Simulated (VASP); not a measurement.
# CeO2 with PBE + U: from relaxation to properties

What structure and properties does PBE + U give CeO2, and how near are they to the measured ones? The steps: magnetic order: ferromagnetic, magnetic order: antiferromagnetic, q = (0, 0, 1/2), magnetic order: antiferromagnetic, q = (1/2, 1/2, 0), the orders side by side, relaxing cell and atoms (PBE + U), second relaxation, density, ELF and potential (PBE + U), band structure (PBE + U), density of states (PBE + U), zone-centre phonons (PBE + U), volume scan with PBE + U, fit for PBE + U, independent-particle dielectric function (PBE + U), optical spectrum (PBE + U), core-level energies (PBE + U) and bands along the symmetry lines (PBE + U + SOC). The start is a cell from a database of measured crystal structures.

Method: PBE, DFT+U (Ce f 5 eV), spin-polarised from a ferromagnetic start (one magnetic atom a cell); plane waves and PAW (Ce, O), in the first sound run; inputs show where later runs differ, in VASP 6.6.1.

**What experiment says.**

For CeO2, cubic fluorite (NIST standard powder, 100 micrometre thin sample, 25 keV beam), “New synchrotron powder diffraction facility for long-duration experiments” (2017, pmc:5294393) gives, by synchrotron X-ray powder diffraction, refinement: lattice constant a (cubic a, average of weekly measurements over 17 weeks) 5.41168 ± 2e-05 Å [Average of repeated refinements on a certified reference powder (certified a = 5.41165 …].

“Atomistic and experimental study on thermal conductivity of bulk and porous cerium dioxide” (2019, pmc:6474893) quotes from earlier work for CeO2, fluorite (bulk crystal, 300 K): bulk modulus (bulk modulus, quoted experiment) 204 GPa.

For CeO2, cubic fluorite (pure ceria, literature value), “Phase-Assisted Tailored Conductivity of Doped Ceria Electrolytes to Boost SOFC Performance” (2023, pmc:10450644) quotes earlier work: Raman mode (F2g) 462 cm⁻¹ [literature value quoted for comparison; another report gives 465 cm-1; position depends …].

This is a report of a sequence of runs, with most program output left out.

## (1) Starting point

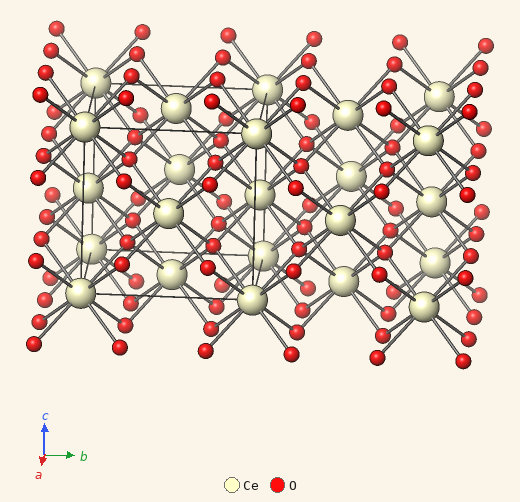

The cell as given, slightly off an axis (cerium light yellow, oxygen red). 1×2×1 cells are drawn. This picture shows the conventional cell, with its axes. Some periodic images of atoms are drawn too.

As a file:

```
Ce O
1.0
     0.00000    2.70365    2.70365
     2.70365    0.00000    2.70365
     2.70365    2.70365    0.00000
Ce O
1 2
Direct
  0.00000 0.00000 0.00000
  0.25000 0.25000 0.25000
  0.75000 0.75000 0.75000
```

## (2) Magnetic order: ferromagnetic

The properties of a magnet depend on its order, so a few collinear patterns are compared first on the cell as listed, beginning with all moments parallel. PBE, the usual starting point, adds the gradient of the density. A Hubbard U penalises fractional filling of the localised shell, which semilocal functionals favour.

File INCAR:

```
SYSTEM = CeO2
PREC = Accurate
ENCUT = 520
EDIFF = 1E-06
NELM = 150
ISMEAR = 0
SIGMA = 0.05
LREAL = .FALSE.
ALGO = Normal
GGA = PE
NBANDS = 20
ISPIN = 2
MAGMOM = 1 0 0
LDAU = .TRUE.
LDAUTYPE = 2
LDAUL = 3 -1
LDAUU = 5 0
LDAUJ = 0 0
LDAUPRINT = 1
LASPH = .TRUE.
LMAXMIX = 6
AMIX = 0.2
BMIX = 1E-04
AMIX_MAG = 0.8
BMIX_MAG = 1E-04
LORBIT = 11
LWAVE = .FALSE.
LCHARG = .FALSE.
KPAR = 8
ISIF = 2
```

File POSCAR:

```
CeO2
1.0
    0.0000000000      2.7036500000      2.7036500000
    2.7036500000      0.0000000000      2.7036500000
    2.7036500000      2.7036500000      0.0000000000
Ce O
1 2
Direct
    0.0000000000      0.0000000000      0.0000000000
    0.2500000000      0.2500000000      0.2500000000
    0.7500000000      0.7500000000      0.7500000000
```

File KPOINTS:

```
Automatic mesh
0
Gamma
7 7 7
0 0 0
```

PAW data sets: Ce and O (PBE family, release 64).

The run is started by

```sh
$ mpirun -np 8 vasp_std
```

The job ended after 17 s (8 MPI ranks of Intel Xeon 6975P-C (Granite Rapids), shared host; peak memory 1.7 GiB; 2.2 min of CPU time).

The gap is read on the k-mesh alone, so it is an upper bound where the band edges lie off the mesh. DFT+U on an f shell has many metastable occupations, and no search among them was made. At this level the cell is under a pressure of 10.6 GPa, so at these settings it is away from equilibrium.

This step gave:

- SCF cycles: 21
- electrons: 24
- bands: 20
- irreducible k-points: 20
- symmetry operations: 48
- free energy (TOTEN): -24.26 eV
- Fermi energy: 5.967 eV
- pressure: 10.57 GPa
- metallic: no
- valence top at k: -0.2857, 0.2857, 0
- conduction bottom at k: -0.4286, 0.1429, 0
- least direct gap at k: -0.2857, 0.2857, 0
- gap on the k-mesh: 2.508 eV
- least direct gap on the k-mesh: 2.622 eV

The spin moment in the PAW sphere vanishes on all atoms.

The moments fall under 0.1 μB, and the mesh shows a gap of 2.51 eV.

## (3) Magnetic order: antiferromagnetic, q = (0, 0, 1/2)

This step: PBE, DFT+U (Ce f 5 eV), spin-polarised from an antiferromagnetic start; plane waves and PAW (Ce, O) (VASP 6.6.1).

System of this step: CeO2. It takes space group Fm-3m (No. 225, cubic). Conventional cell: a = 5.407 Å, b = 5.407 Å, c = 5.407 Å, α = 90.00°, β = 90.00°, γ = 90.00°. Nearest to Ce lie 8 O at 2.34 Å. O has 4 Ce at 2.34 Å nearest. Farther neighbours and most contacts between anions are not listed.

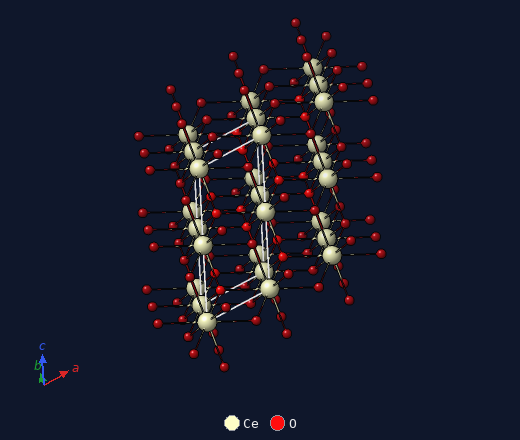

The cell of this step (cerium light yellow, oxygen red). 2×2×1 cells are drawn. Some periodic images of atoms are drawn too.

Next, a pattern with opposite moments, which needs a doubled cell; q is given in the reciprocal vectors of the primitive cell.

Changes to INCAR since step 2:

```diff
@@ -10,5 +10,5 @@
 GGA = PE
-NBANDS = 20
+NBANDS = 33
 ISPIN = 2
-MAGMOM = 1 0 0
+MAGMOM = 1 -1 0 0 0 0
 LDAU = .TRUE.
```

File POSCAR:

```
CeO2
1.0
    0.0000000000      2.7036500000      2.7036500000
    2.7036500000      0.0000000000      2.7036500000
    5.4073000000      5.4073000000      0.0000000000
Ce O
2 4
Direct
    0.0000000000      0.0000000000      0.0000000000
    0.0000000000      0.0000000000      0.5000000000
    0.2500000000      0.2500000000      0.1250000000
    0.2500000000      0.2500000000      0.6250000000
    0.7500000000      0.7500000000      0.3750000000
    0.7500000000      0.7500000000      0.8750000000
```

KPOINTS is that of step 2.

The run is started by

```sh
$ mpirun -np 8 vasp_std
```

Run time: 56 s. Hardware: 8 MPI ranks; peak memory 3.3 GiB; 7.3 min of CPU time.

Numbers from this step:

```
SCF cycles                     : 29
electrons                      : 48
bands                          : 33
irreducible k-points           : 44
symmetry operations            : 12
free energy (TOTEN)            : -48.51 eV
Fermi energy                   : 5.928 eV
pressure                       : 10.60 GPa
valence top at k               : 0.2857, 0.2857, 0
conduction bottom at k         : 0, 0, 0
gap on the k-mesh              : 2.455 eV
least direct gap on the k-mesh : 2.603 eV
```

The spin moment in the PAW sphere vanishes on all atoms.

The energy lies -0.0 meV an atom from the first pattern, a difference of sampling, since both runs hold the same state. The moments fall under 0.1 μB, and the mesh shows a gap of 2.45 eV.

## (4) Magnetic order: antiferromagnetic, q = (1/2, 1/2, 0)

INCAR is that of step 3.

File POSCAR:

```
CeO2
1.0
    2.7036500000      2.7036500000      0.0000000000
   -2.7036500000      2.7036500000      0.0000000000
    0.0000000000      0.0000000000      5.4073000000
Ce O
2 4
Direct
    0.0000000000      0.0000000000      0.0000000000
    0.5000000000      0.5000000000      0.5000000000
    0.5000000000      0.0000000000      0.2500000000
    0.0000000000      0.5000000000      0.7500000000
    0.5000000000      0.0000000000      0.7500000000
    0.0000000000      0.5000000000      0.2500000000
```

File KPOINTS:

```
Automatic mesh
0
Gamma
6 6 4
0 0 0
```

The run is started by

```sh
$ mpirun -np 8 vasp_std
```

Elapsed: 28 s, on 8 MPI ranks; peak memory 2.5 GiB; 3.5 min of CPU time.

A gap read on the k-mesh alone can miss the band edges.

Numbers from this step:

```yaml
scf_cycles: 24
irreducible_k_points: 30
symmetry_operations: 16
fermi_energy: 6.028 eV
pressure: 10.56 GPa
valence_top_at_k: 0.5, 0, 0
conduction_bottom_at_k: 0.5, 0, 0.5
least_direct_gap_at_k: 0.5, 0, 0
gap_on_the_k_mesh: 2.429 eV
least_direct_gap_on_the_k_mesh: 2.638 eV
```

The energy lies -0.0 meV an atom from the first pattern, a difference of sampling, since both runs hold the same state. The moments fall under 0.1 μB, and the mesh shows a gap of 2.43 eV.

## (5) The orders side by side

This step: collinear orders at PBE, DFT+U (Ce f 5 eV); plane waves and PAW (VASP 6.6.1).

No new run; the numbers come from the runs before.

Patterns, by row:

| start | atoms | energy less that of the first (meV/atom) | largest site moment (μB) | end state |
| --- | --- | --- | --- | --- |
| ferromagnetic | 3 | 0 | 0 | non-magnetic |
| antiferromagnetic, q = (0, 0, 1/2) | 6 | 0 | 0 | non-magnetic |
| antiferromagnetic, q = (1/2, 1/2, 0) | 6 | 0 | 0 | non-magnetic |

All patterns lost their moments. The session goes on with moments started at or near zero.

## (6) Relaxing cell and atoms (PBE + U)

This step: PBE, DFT+U (Ce f 5 eV), zero-moment start; plane waves and PAW (Ce, O) (VASP 6.6.1).

System of this step: CeO2. It takes space group Fm-3m (No. 225, cubic). Conventional cell: a = 5.407 Å, b = 5.407 Å, c = 5.407 Å, α = 90.00°, β = 90.00°, γ = 90.00°. Ce has 8 O at 2.34 Å nearest. Nearest to O lie 4 Ce at 2.34 Å. Farther neighbours and most contacts between anions are not listed.

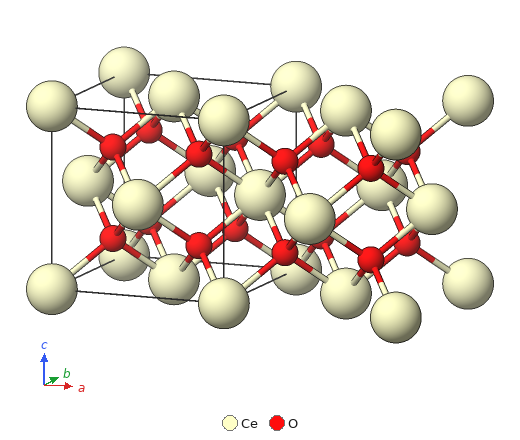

The cell of this step (cerium light yellow, oxygen red). 2×1×1 conventional cells are drawn. Some periodic images of atoms are drawn too.

The start need not lie at this functional's minimum. ISIF = 3 frees volume, shape and positions, and EDIFFG sets the threshold on forces and stress at which the search stops.

Changes to INCAR since step 4:

```diff
@@ -10,5 +10,5 @@
 GGA = PE
-NBANDS = 33
+NBANDS = 19
 ISPIN = 2
-MAGMOM = 1 -1 0 0 0 0
+MAGMOM = -0 0 0
 LDAU = .TRUE.
@@ -29,2 +29,5 @@
 KPAR = 8
-ISIF = 2
+IBRION = 2
+NSW = 60
+ISIF = 3
+EDIFFG = -0.01
```

File POSCAR:

```
CeO2
1.0
    0.0000000000      2.7036500000      2.7036500000
    2.7036500000      0.0000000000      2.7036500000
    2.7036500000      2.7036500000      0.0000000000
Ce O
1 2
Direct
    0.0000000000      0.0000000000      0.0000000000
    0.2500000000      0.2500000000      0.2500000000
    0.7500000000      0.7500000000      0.7500000000
```

File KPOINTS:

```
Automatic mesh
0
Gamma
6 6 6
0 0 0
```

The run is started by

```sh
$ mpirun -np 8 vasp_std
```

It took 35 s on 8 MPI ranks; peak memory 1.8 GiB.

This run allows spin, but its moments start at zero, where symmetry between the spins tends to hold them, although Ce can carry a moment. The run keeps the 48 symmetry operations of its start, so it cannot find a distortion of lower symmetry.

Relaxation path:

| step | energy less that of the first step (eV) | largest force (eV/Å) | pressure (GPa) | volume (Å³) |
| --- | --- | --- | --- | --- |
| 1 | 0.0000 | 0.0000 | 10.65 | 39.53 |
| 2 | 0.0568 | 0.0000 | -11.65 | 44.75 |
| 3 | -0.0652 | 0.0000 | -0.14 | 41.63 |
| 4 | -0.0652 | 0.0000 | 0.04 | 41.59 |

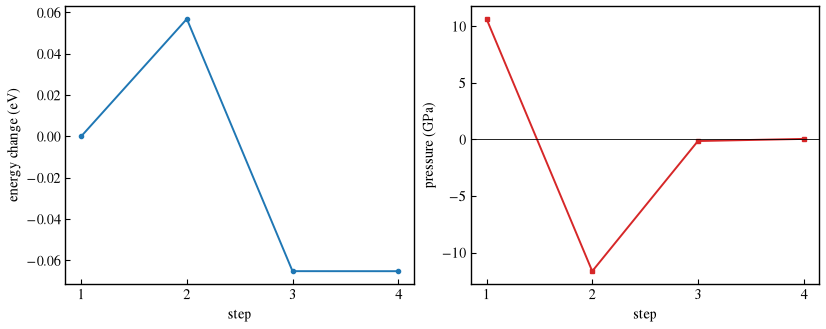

Energy and pressure along the relaxation.

| conventional cell, symmetrised | before | after | change |
| --- | --- | --- | --- |
| a (Å) | 5.407 | 5.500 | +1.7 % |
| b (Å) | 5.407 | 5.500 | +1.7 % |
| c (Å) | 5.407 | 5.500 | +1.7 % |
| volume (Å³/atom) | 13.18 | 13.86 | +5.2 % |

Final coordinates:

```xyz
3
Lattice="0.0000 2.7499 2.7499 2.7499 0.0000 2.7499 2.7499 2.7499 0.0000" Properties=species:S:1:pos:R:3 pbc="T T T"
Ce    0.0000    0.0000    0.0000
O     1.3749    1.3749    1.3749
O     4.1248    4.1248    4.1248
```

Numbers from this step:

- electrons: 24
- bands: 19
- irreducible k-points: 16
- symmetry operations: 48
- free energy (TOTEN): -24.32 eV
- Fermi energy: 5.277 eV
- pressure: 0.04348 GPa
- valence top at k: 0.5, 0.3333, 0.1667
- conduction bottom at k: 0.5, 0, 0
- least direct gap at k: -0.3333, 0.1667, 0
- SCF cycles over all ionic steps: 67
- gap on the k-mesh: 2.371 eV
- least direct gap on the k-mesh: 2.518 eV

It ends with forces that vanish by symmetry and a pressure of 0.04 GPa.

## (7) Second relaxation

A relaxation keeps the plane waves of the cell it began with, so it is repeated from the new cell, on a basis made for it.

INCAR is that of step 6.

File POSCAR:

```
CeO2
1.0
    0.0000000000      2.7498982571      2.7498982571
    2.7498982571      0.0000000000      2.7498982571
    2.7498982571      2.7498982571      0.0000000000
Ce O
1 2
Direct
    0.0000000000      0.0000000000      0.0000000000
    0.2500000000      0.2500000000      0.2500000000
    0.7500000000      0.7500000000      0.7500000000
```

KPOINTS is that of step 6.

The run is started by

```sh
$ mpirun -np 8 vasp_std
```

Wall time 13 s (8 MPI ranks); peak memory 1.8 GiB; 1.7 min of CPU time.

Little changed from the start: no atom moved by 0.005 Å and no cell edge by 0.1 %.

Numbers from this step:

| Item | Value |
| --- | --- |
| free energy (TOTEN) | -24.33 eV |
| Fermi energy | 5.280 eV |
| pressure | 0.05174 GPa |
| SCF cycles over all ionic steps | 24 |
| gap on the k-mesh | 2.373 eV |
| least direct gap on the k-mesh | 2.520 eV |

It ends with forces that vanish by symmetry and a pressure of 0.05 GPa. The volume moved by under 0.01 %: the run met its threshold at the first step.

## (8) Density, ELF and potential (PBE + U)

A single point on the relaxed cell gives a clean self-consistent state, with density, ELF and potential written out.

Changes to INCAR since step 7:

```diff
@@ -27,7 +27,5 @@
 LWAVE = .FALSE.
-LCHARG = .FALSE.
-KPAR = 8
-IBRION = 2
-NSW = 60
-ISIF = 3
-EDIFFG = -0.01
+LCHARG = .TRUE.
+ISIF = 2
+LELF = .TRUE.
+LVHAR = .TRUE.
```

POSCAR is that of step 7.

KPOINTS is that of step 7.

The run is started by

```sh
$ mpirun -np 8 vasp_std
```

Run time: 9.8 s. Hardware: 8 MPI ranks; peak memory 1 GiB.

With spin, VASP writes an ELF for each channel.

This step gave:

- SCF cycles: 20
- bands: 24
- Fermi energy: 5.381 eV
- pressure: 0.09079 GPa
- gap on the k-mesh: 2.372 eV
- least direct gap on the k-mesh: 2.518 eV

Valence electrons inside each PAW sphere by angular momentum. Sphere charges, by row:

| atom | s (e) | p (e) | d (e) | f (e) | tot (e) |
| --- | --- | --- | --- | --- | --- |
| Ce1 | 2.01 | 5.815 | 0.91 | 0.699 | 9.434 |
| O2 | 1.571 | 3.445 | 0 | 0 | 5.017 |
| O3 | 1.571 | 3.445 | 0 | 0 | 5.017 |

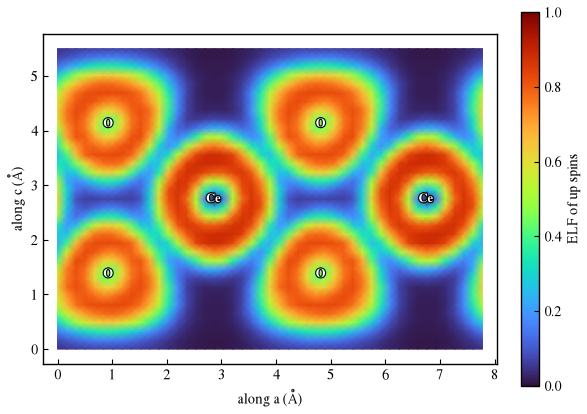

ELF of up spins in the ac plane of a cell with a along [110], b along [-110] and c along [001] of the cube at fractional y = 0.000, with atoms of Ce and O within 0.2 Å of it. It is the smooth field of the valence electrons, not physical close to the nuclei. The map starts off the cell's origin, so that atoms lie inside it.

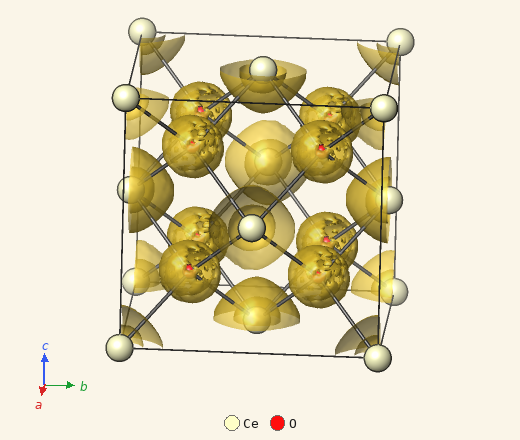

Surface of ELF of up spins = 0.81.

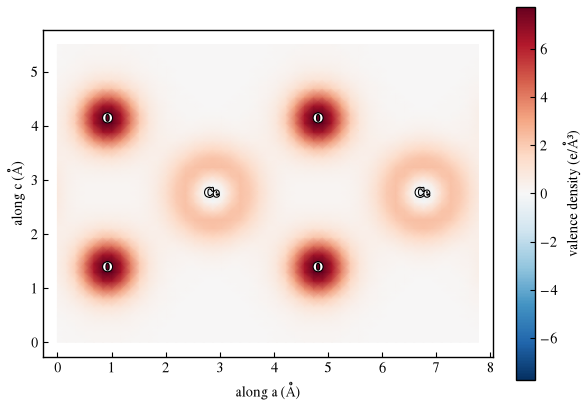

Valence density in the ac plane of a cell with a along [110], b along [-110] and c along [001] of the cube at fractional y = 0.000, with atoms of Ce and O within 0.2 Å of it. It is the smooth field of the valence electrons, not physical close to the nuclei. The map starts off the cell's origin, so that atoms lie inside it.

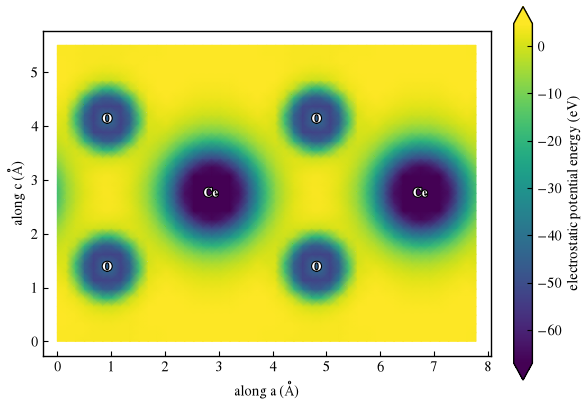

Electrostatic potential energy in the ac plane of a cell with a along [110], b along [-110] and c along [001] of the cube at fractional y = 0.000, with atoms of Ce and O within 0.2 Å of it. With pseudopotentials it is smooth inside the atoms' cores, unlike the true potential. The map starts off the cell's origin, so that atoms lie inside it.

In this run the pressure is 0.09 GPa, small enough to go on.

## (9) Band structure (PBE + U)

Levels along the symmetry lines show where the bands peak and cross; KPOINTS_OPT computes them in the converged potential.

Changes to INCAR since step 8:

```diff
@@ -10,3 +10,3 @@
 GGA = PE
-NBANDS = 19
+NBANDS = 26
 ISPIN = 2
@@ -27,5 +27,3 @@
 LWAVE = .FALSE.
-LCHARG = .TRUE.
-ISIF = 2
-LELF = .TRUE.
-LVHAR = .TRUE.
+LCHARG = .FALSE.
+KPAR = 8
```

POSCAR is that of step 8.

KPOINTS is that of step 8.

File KPOINTS_OPT:

```
Line mode
16
Line-mode
Reciprocal
  0.00000000   0.00000000   0.00000000 GAMMA
  0.50000000   0.00000000   0.50000000 X

  0.50000000   0.00000000   0.50000000 X
  0.50000000   0.25000000   0.75000000 W

  0.50000000   0.25000000   0.75000000 W
  0.37500000   0.37500000   0.75000000 K

  0.37500000   0.37500000   0.75000000 K
  0.00000000   0.00000000   0.00000000 GAMMA

  0.00000000   0.00000000   0.00000000 GAMMA
  0.50000000   0.50000000   0.50000000 L

  0.50000000   0.50000000   0.50000000 L
  0.62500000   0.25000000   0.62500000 U

  0.62500000   0.25000000   0.62500000 U
  0.50000000   0.25000000   0.75000000 W

  0.50000000   0.25000000   0.75000000 W
  0.50000000   0.50000000   0.50000000 L

  0.50000000   0.50000000   0.50000000 L
  0.37500000   0.37500000   0.75000000 K

  0.62500000   0.25000000   0.62500000 U
  0.50000000   0.00000000   0.50000000 X
```

The run is started by

```sh
$ mpirun -np 8 vasp_std
```

Elapsed: 27 s, on 8 MPI ranks; peak memory 2 GiB; 3.4 min of CPU time.

Spin-orbit coupling is off here; with elements this heavy it splits and shifts levels by tenths of an eV or more.

Numbers from this step:

| Property | Result |
| --- | --- |
| SCF cycles | 24 |
| bands | 26 |
| Fermi energy | 5.382 eV |
| pressure | 0.05164 GPa |
| least gap on mesh and path | 2.252 eV |
| least direct gap on mesh and path | 2.433 eV |
| valence top at k | 0.25, 0.25, 0.5 |
| conduction bottom at k | 0.5, 0.5, 0.5 |
| least direct gap at k | 0.275, 0.275, 0.55 |

Both spin channels agree. The electronic bands at the labelled points (eV, zero at the valence-band top; v1 is the highest filled band, c1 the lowest empty one):

| point | v4 | v3 | v2 | v1 | c1 | c2 | c3 | c4 |
| --- | --- | --- | --- | --- | --- | --- | --- | --- |
| Γ | -3.77 | -0.42 | -0.42 | -0.42 | 2.40 | 2.75 | 2.75 | 2.75 |
| X | -1.27 | -0.80 | -0.80 | -0.46 | 2.48 | 2.48 | 2.50 | 2.60 |
| W | -1.09 | -1.09 | -0.69 | -0.56 | 2.39 | 2.53 | 2.53 | 2.77 |
| K | -1.38 | -1.35 | -0.61 | -0.37 | 2.40 | 2.52 | 2.59 | 2.63 |
| Γ | -3.77 | -0.42 | -0.42 | -0.42 | 2.40 | 2.75 | 2.75 | 2.75 |
| L | -1.29 | -1.26 | -0.72 | -0.72 | 2.25 | 2.56 | 2.56 | 2.75 |
| U | -1.38 | -1.35 | -0.61 | -0.37 | 2.40 | 2.52 | 2.59 | 2.63 |
| W | -1.09 | -1.09 | -0.69 | -0.56 | 2.39 | 2.53 | 2.53 | 2.77 |
| L | -1.29 | -1.26 | -0.72 | -0.72 | 2.25 | 2.56 | 2.56 | 2.75 |
| K | -1.38 | -1.35 | -0.61 | -0.37 | 2.40 | 2.52 | 2.59 | 2.63 |
| jump to U | -1.38 | -1.35 | -0.61 | -0.37 | 2.40 | 2.52 | 2.59 | 2.63 |
| X | -1.27 | -0.80 | -0.80 | -0.46 | 2.48 | 2.48 | 2.50 | 2.60 |

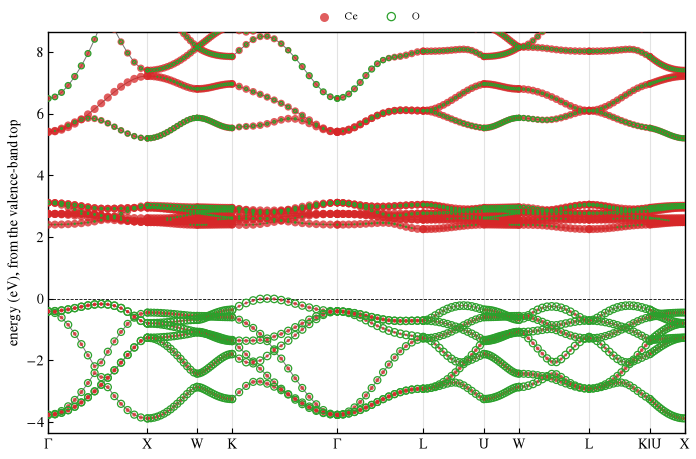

Electronic bands along the path; dots are coloured as in the legend, and their area grows with the weight.

The path lowers the gap by 0.12 eV against the mesh alone, so a band edge lies off the mesh.

(Part 1 of 3 ends here.)

[Lines on the potential files, build, host, timing and source positions are cut from VASP's logs without a mark.]

[Logs are printed without paths, hosts, clocks, repeated set-up lines and the standing remarks that a program may print on its own settings, such as how far it seeks lower states.]

[Hosts, paths, dates, database ids (printed as entryN), source tags and the programs' standing remarks are cut or masked in the printed files.]

[A measured line is paired with the nearest computed mode of its activity, which favours agreement.]

[In band tables of VASP the shares of atoms and orbitals are scaled to a sum of 1 inside the atoms' spheres.]
